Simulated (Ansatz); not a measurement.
# C2H4ClNSi: molecular dynamics (part 3 of 3)

The same run, continued: C2H4ClNSi; UKS BLYP/def2-SVP (Ansatz 0.2.0). The geometry comes from this level: PBE0-D4/def2-TZVP.

Geometry of the input (Å):
```
N  -1.0346  2.2109  -0.2399
C  -0.3047  1.2500  -0.3754
C  0.5314  0.2410  -0.3869
Si 0.2504  -1.2952  0.6146
Cl 1.9539  0.3395  -1.3857
H  -1.8269  2.2904  -0.8741
H  0.1578  -2.4729  -0.2849
H  -1.0205  -1.1158  1.3605
H  1.3817  -1.4943  1.5547
```

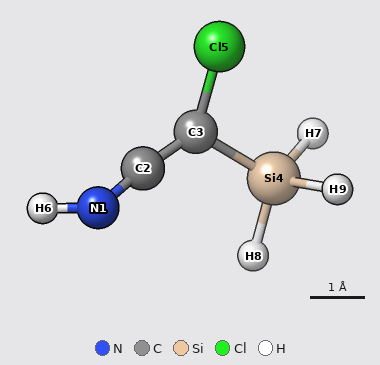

Fig. 1: The geometry at step 41 of the log (ball-and-stick view, seen at an oblique angle; atoms are numbered from 1 in the order of the input).

Trajectory as extended XYZ, continued
```
9
Properties=species:S:1:pos:R:3:forces:R:3 step=32 time_fs=64.0 energy=-24016.36941 temperature=856.4
N    -0.9534    2.1661    0.0396   -1.9502   1.5105  -0.6967
C    -0.2469    1.2631   -0.3492    3.6725  -5.4168  -0.7972
C     0.5228    0.0768   -0.5843   -2.5521   3.8655   1.0687
Si   -0.0039   -1.3932    0.4552    0.4155  -0.6550  -0.0433
Cl    2.1921    0.3356   -1.0515    0.5638  -0.1790  -0.3773
H    -1.6472    2.3401   -0.7435    0.0444   0.6409   0.7249
H     0.1635   -2.7030   -0.4156    0.2396   0.8059   0.9704
H    -1.4693   -1.3296    0.7496   -0.0622   0.1630   0.0129
H     0.7660   -1.1701    1.8076   -0.3713  -0.7348  -0.8626
9
Properties=species:S:1:pos:R:3:forces:R:3 step=33 time_fs=66.0 energy=-24016.43362 temperature=910.4
N    -0.9633    2.1753    0.0507    2.9389  -2.0516   1.2788
C    -0.2205    1.2380   -0.3459   -0.0288  -0.7849   0.4899
C     0.5131    0.1057   -0.5719   -1.4980   1.9455   0.9505
Si    0.0020   -1.4038    0.4418    0.2865  -0.5768   0.2659
Cl    2.1826    0.3305   -1.0335    0.8220  -0.1403  -0.4374
H    -1.5603    2.4155   -0.6743   -2.3548   1.3254  -2.2373
H     0.2331   -2.7126   -0.4683    0.0111   1.0653   1.1644
H    -1.4942   -1.2977    0.7486    0.5098  -0.0522  -0.1036
H     0.8117   -1.1894    1.8341   -0.6867  -0.7305  -1.3711
9
Properties=species:S:1:pos:R:3:forces:R:3 step=34 time_fs=68.0 energy=-24016.54030 temperature=970.6
N    -0.9649    2.1781    0.0667    2.3607  -2.4982  -1.2817
C    -0.1968    1.2119   -0.3376   -3.8242   4.2228   1.3159
C     0.4984    0.1398   -0.5587    0.5107  -1.4475   0.5412
Si    0.0099   -1.4165    0.4317   -0.0712  -0.0752   0.3637
Cl    2.1749    0.3232   -1.0152    0.9722  -0.0985  -0.4490
H    -1.5683    2.5499   -0.6931   -0.0486  -0.0741   0.0591
H     0.3018   -2.6850   -0.4667   -0.1243   0.8309   0.9626
H    -1.5050   -1.2698    0.7601    0.8449  -0.2525  -0.2228
H     0.8163   -1.2310    1.8121   -0.6203  -0.6076  -1.2891
9
Properties=species:S:1:pos:R:3:forces:R:3 step=35 time_fs=70.0 energy=-24016.36679 temperature=802.0
N    -0.9611    2.1736    0.0793    1.3151  -1.3896  -2.5948
C    -0.1880    1.2009   -0.3204   -5.8515   7.1580   1.5681
C     0.4881    0.1662   -0.5489    2.0333  -4.1999   0.1626
Si    0.0187   -1.4286    0.4227   -0.5159   0.7248   0.1365
Cl    2.1678    0.3137   -0.9971    1.1107  -0.0313  -0.4523
H    -1.5799    2.6912   -0.7081    1.4325  -1.5849   1.6208
H     0.3628   -2.6263   -0.4318   -0.0992   0.0690   0.3533
H    -1.4848   -1.2612    0.7682    0.7427  -0.3637  -0.2665
H     0.7938   -1.2958    1.7397   -0.1677  -0.3824  -0.5277
9
Properties=species:S:1:pos:R:3:forces:R:3 step=36 time_fs=72.0 energy=-24016.45966 temperature=941.7
N    -0.9543    2.1637    0.0851    0.4201   0.2245  -1.8775
C    -0.2026    1.2157   -0.2980   -4.2894   5.2879   0.8784
C     0.4862    0.1801   -0.5433    1.3991  -3.9059   0.3492
Si    0.0271   -1.4398    0.4129   -0.9424   1.6016  -0.7930
Cl    2.1607    0.3040   -0.9786    1.2850   0.0907  -0.4612
H    -1.5333    2.7710   -0.6643    1.2723  -1.8800   1.5127
H     0.4123   -2.5707   -0.3974    0.0757  -0.9268  -0.4612
H    -1.4279   -1.2768    0.7659    0.0382  -0.3543  -0.1722
H     0.7604   -1.3756    1.6453    0.7414  -0.1377   1.0249
9
Properties=species:S:1:pos:R:3:forces:R:3 step=37 time_fs=74.0 energy=-24016.58906 temperature=856.7
N    -0.9461    2.1574    0.0869   -0.5049   1.8123   0.8057
C    -0.2318    1.2481   -0.2730    0.0934  -0.3326  -0.6366
C     0.4897    0.1812   -0.5375   -0.6311  -1.6990   0.9240
Si    0.0337   -1.4480    0.4023   -0.5997   1.9021  -1.4532
Cl    2.1545    0.2933   -0.9608    1.4962   0.2438  -0.4830
H    -1.4411    2.7835   -0.5626   -0.3281  -0.3193  -0.1680
H     0.4578   -2.5604   -0.3785    0.1255  -1.2750  -0.8321
H    -1.3717   -1.3059    0.7614   -0.8614  -0.2874  -0.0103
H     0.7493   -1.4491    1.6035    1.2101  -0.0449   1.8536
9
Properties=species:S:1:pos:R:3:forces:R:3 step=38 time_fs=76.0 energy=-24016.34461 temperature=644.7
N    -0.9404    2.1612    0.0906   -0.7571   1.9478   4.2080
C    -0.2582    1.2745   -0.2471    3.9175  -5.2747  -2.0029
C     0.4942    0.1762   -0.5282   -2.2108  -0.0790   1.3468
Si    0.0407   -1.4545    0.3904    0.4433   1.1110  -0.8608
Cl    2.1494    0.2833   -0.9453    1.6945   0.3690  -0.5164
H    -1.3723    2.7910   -0.4664   -2.5050   2.6919  -2.6121
H     0.5055   -2.6026   -0.3989   -0.1853  -0.5047  -0.3809
H    -1.3570   -1.3471    0.7705   -0.9638  -0.2626  -0.0053
H     0.7875   -1.5066    1.6343    0.5668   0.0012   0.8236
9
Properties=species:S:1:pos:R:3:forces:R:3 step=39 time_fs=78.0 energy=-24016.50497 temperature=719.8
N    -0.9386    2.1755    0.1073   -3.0729   5.4242   1.6502
C    -0.2723    1.2803   -0.2291    4.2061  -5.6229  -2.2863
C     0.4925    0.1756   -0.5116   -2.4947   0.1777   1.3656
Si    0.0498   -1.4603    0.3787    0.7147   0.0886   0.1203
Cl    2.1461    0.2762   -0.9317    1.6738   0.4339  -0.5014
H    -1.4038    2.9083   -0.4689   -0.1471  -0.7406   0.1438
H     0.5454   -2.6640   -0.4289   -0.4957   0.3746   0.1348
H    -1.3852   -1.3994    0.7872   -0.1958  -0.2455  -0.2164
H     0.8399   -1.5518    1.6922   -0.1884   0.1099  -0.4106
9
Properties=species:S:1:pos:R:3:forces:R:3 step=40 time_fs=80.0 energy=-24016.52882 temperature=736.5
N    -0.9449    2.2067    0.1317   -1.1888   3.0351  -0.0775
C    -0.2726    1.2679   -0.2224    1.0637  -1.2923  -1.0407
C     0.4829    0.1784   -0.4860   -1.7103  -0.3539   1.0265
Si    0.0605   -1.4650    0.3666    0.4556  -0.7225   0.9542
Cl    2.1448    0.2697   -0.9201    1.4205   0.4291  -0.4451
H    -1.4346    2.9895   -0.4523    0.6608  -1.9968   0.7812
H     0.5684   -2.7088   -0.4410   -0.6076   0.8307   0.3089
H    -1.4173   -1.4568    0.7962    0.5179  -0.1676  -0.4091
H     0.8845   -1.5896    1.7337   -0.6118   0.2380  -1.0984
9
Properties=species:S:1:pos:R:3:forces:R:3 step=41 time_fs=82.0 energy=-24016.54064 temperature=821.6
N    -0.9535    2.2440    0.1606    1.8698  -1.5683  -0.2965
C    -0.2689    1.2501   -0.2201   -2.1987   3.4320   0.4282
C     0.4688    0.1835   -0.4569   -0.4543  -1.3079   0.5538
Si    0.0716   -1.4706    0.3533    0.1860  -1.1033   1.5605
Cl    2.1449    0.2632   -0.9083    1.1009   0.3981  -0.3868
H    -1.4404    2.9759   -0.3963    0.0114  -0.9206  -0.2088
H     0.5768   -2.7085   -0.4405   -0.5278   0.7747   0.1465
H    -1.4196   -1.5216    0.7980    0.7569  -0.0537  -0.4885
H     0.9113   -1.6254    1.7383   -0.7441   0.3490  -1.3083
9
Properties=species:S:1:pos:R:3:forces:R:3 step=42 time_fs=84.0 energy=-24016.43382 temperature=706.5
N    -0.9548    2.2728    0.1928    4.1442  -4.9673   0.5851
C    -0.2708    1.2417   -0.2156   -3.8129   5.9196   1.2781
C     0.4542    0.1890   -0.4304    0.5603  -2.0164   0.1859
Si    0.0825   -1.4783    0.3411   -0.0965  -0.8538   1.9412
Cl    2.1465    0.2575   -0.8955    0.7794   0.3800  -0.3366
H    -1.4578    2.9212   -0.3457   -1.3040   0.8942  -1.7515
H     0.5798   -2.6642   -0.4382   -0.2794   0.2176  -0.2999
H    -1.3946   -1.5861    0.7968    0.6459   0.0384  -0.4872
H     0.9178   -1.6476    1.7021   -0.6371   0.3877  -1.1153
9
Properties=species:S:1:pos:R:3:forces:R:3 step=43 time_fs=86.0 energy=-24016.66567 temperature=780.6
N    -0.9437    2.2862    0.2262    2.4775  -3.1530  -0.8526
C    -0.2850    1.2525   -0.2058   -3.0224   4.9463   1.2538
C     0.4421    0.1866   -0.4072    0.4709  -1.2241   0.0855
Si    0.0928   -1.4861    0.3334   -0.3613  -0.3060   1.6872
Cl    2.1476    0.2505   -0.8842    0.4722   0.3943  -0.2889
H    -1.5217    2.9014   -0.3699   -0.0265  -0.5327  -0.3645
H     0.5845   -2.6042   -0.4564    0.0233  -0.4877  -0.7967
H    -1.3464   -1.6469    0.7842    0.1574   0.0700  -0.3594
H     0.9044   -1.6489    1.6261   -0.1911   0.2929  -0.3644
9
Properties=species:S:1:pos:R:3:forces:R:3 step=44 time_fs=88.0 energy=-24016.74734 temperature=972.3
N    -0.9255    2.2935    0.2558    0.1339  -0.6731  -1.7673
C    -0.3100    1.2817   -0.1919   -0.4199   1.2740   0.6111
C     0.4312    0.1754   -0.3851   -0.4527   0.9001   0.1128
Si    0.1022   -1.4940    0.3286   -0.6357  -0.2199   0.0822
Cl    2.1487    0.2424   -0.8748    0.1330   0.4292  -0.2182
H    -1.5622    2.8670   -0.4186    0.9774  -1.1770   0.9423
H     0.6049   -2.5640   -0.5103    0.0822  -0.5953  -0.8274
H    -1.2930   -1.7084    0.7485   -0.5965   0.0182  -0.1214
H     0.8745   -1.6345    1.5281    0.7785   0.0437   1.1859
9
Properties=species:S:1:pos:R:3:forces:R:3 step=45 time_fs=90.0 energy=-24016.59937 temperature=802.6
N    -0.9069    2.3000    0.2793   -1.1530   1.2071  -0.8945
C    -0.3353    1.3167   -0.1783    2.4275  -3.0353  -0.2427
C     0.4172    0.1652   -0.3614   -1.1167   2.7259   0.0252
Si    0.1117   -1.5030    0.3249   -0.8270  -0.5985  -1.7474
Cl    2.1484    0.2357   -0.8659   -0.2003   0.4615  -0.1355
H    -1.5381    2.7944   -0.4247    0.4187  -0.3085   0.7885
H     0.6333   -2.5475   -0.5879   -0.0751  -0.1885  -0.3712
H    -1.2604   -1.7716    0.6970   -1.0903  -0.0616   0.0817
H     0.8661   -1.6123    1.4651    1.6162  -0.2021   2.4958
9
Properties=species:S:1:pos:R:3:forces:R:3 step=46 time_fs=92.0 energy=-24016.49146 temperature=713.3
N    -0.8941    2.3067    0.2976   -0.4826   1.6624   1.7658
C    -0.3526    1.3441   -0.1706    4.3080  -6.1378  -0.8114
C     0.3965    0.1630   -0.3367   -1.1866   3.5489  -0.1588
Si    0.1200   -1.5133    0.3210   -0.1617  -1.0938  -0.9179
Cl    2.1439    0.2313   -0.8568   -0.4765   0.4759  -0.0698
H    -1.4839    2.7148   -0.3785   -1.7907   1.6328  -1.2447
H     0.6478   -2.5320   -0.6655   -0.1709   0.1386   0.1003
H    -1.2624   -1.8393    0.6600   -0.7869  -0.0082   0.1186
H     0.9239   -1.5885    1.5010    0.7478  -0.2189   1.2179
9
Properties=species:S:1:pos:R:3:forces:R:3 step=47 time_fs=94.0 energy=-24016.49837 temperature=640.8
N    -0.8839    2.3160    0.3173   -1.0265   2.2624   1.4955
C    -0.3593    1.3566   -0.1685    4.3361  -6.4316  -0.7431
C     0.3711    0.1715   -0.3127   -0.7328   3.2080  -0.3545
Si    0.1275   -1.5261    0.3171    0.3330  -1.3704   0.5009
Cl    2.1374    0.2282   -0.8499   -0.7024   0.4831  -0.0133
H    -1.4969    2.7062   -0.3645   -1.5221   1.5092  -0.8577
H     0.6584   -2.5231   -0.7256   -0.2236   0.3703   0.4515
H    -1.2910   -1.9094    0.6395    0.0129   0.1888   0.0418
H     1.0128   -1.5730    1.5850   -0.4745  -0.2199  -0.5211
9
Properties=species:S:1:pos:R:3:forces:R:3 step=48 time_fs=96.0 energy=-24016.52632 temperature=699.2
N    -0.8775    2.3320    0.3371   -2.0693   1.9071  -1.2271
C    -0.3512    1.3533   -0.1698    2.2564  -3.2779   0.2406
C     0.3446    0.1910   -0.2902    0.2684   1.5677  -0.5344
Si    0.1349   -1.5410    0.3154    0.2750  -1.2206   1.1357
Cl    2.1296    0.2250   -0.8443   -0.8211   0.4885   0.0246
H    -1.5697    2.7567   -0.3794    0.6973  -0.0322   1.1488
H     0.6742   -2.5027   -0.7610   -0.2085   0.4072   0.5502
H    -1.3237   -1.9761    0.6127    0.6880   0.3862  -0.0044
H     1.0810   -1.5726    1.6494   -1.0862  -0.2259  -1.3339
9
Properties=species:S:1:pos:R:3:forces:R:3 step=49 time_fs=98.0 energy=-24016.42130 temperature=690.9
N    -0.8784    2.3510    0.3514   -1.3543   0.1822  -2.5155
C    -0.3340    1.3422   -0.1714   -0.7088   1.4566   1.5232
C     0.3188    0.2163   -0.2662    1.7772  -1.2960  -0.7147
Si    0.1422   -1.5597    0.3177   -0.1061  -0.5624   1.4350
Cl    2.1189    0.2227   -0.8373   -0.8138   0.4844   0.0431
H    -1.6082    2.8037   -0.3601    1.4083  -0.6405   1.4769
H     0.6785   -2.4532   -0.7739   -0.0180   0.1063   0.2698
H    -1.3387   -2.0362    0.5896    1.0233   0.5057  -0.0011
H     1.0984   -1.5812    1.6712   -1.2079  -0.2362  -1.5167
9
Properties=species:S:1:pos:R:3:forces:R:3 step=50 time_fs=100.0 energy=-24016.39747 temperature=744.3
N    -0.8850    2.3695    0.3572    0.5127  -1.6637  -1.8467
C    -0.3205    1.3371   -0.1667   -3.1313   5.4034   2.2926
C     0.2974    0.2405   -0.2427    3.2451  -4.3414  -0.8274
Si    0.1488   -1.5812    0.3246   -0.4958   0.4709   1.4989
Cl    2.1068    0.2227   -0.8303   -0.7562   0.4837   0.0579
H    -1.5843    2.8256   -0.2849    0.4170  -0.1481   0.2853
H     0.6777   -2.3946   -0.7646    0.3367  -0.4220  -0.3730
H    -1.3097   -2.0843    0.5659    0.8040   0.4672   0.0863
H     1.0645   -1.5975    1.6436   -0.9322  -0.2500  -1.1739
```

Key numbers

```tsv
quantity	value
outcome	finished
mean temperature over the second half	786 K
trajectory	50 steps, 100 fs
ensemble	nvt_langevin
temperature in the input	1000 K
time step	2 fs
potential energy (last step)	−24016.3978 eV
SCF solution under orbital rotations (last step)	stable
largest force (length of the vector) (last step)	6.653 eV/Å
dipole moment (last step)	1.71 D
wall time	67 s (CPU time 4.3 min)
peak memory	0.16 GiB
```

Remarks

So short a trajectory is not equilibrated. The logged temperature at the start can lie below the typed one, since it is counted over all degrees of freedom.
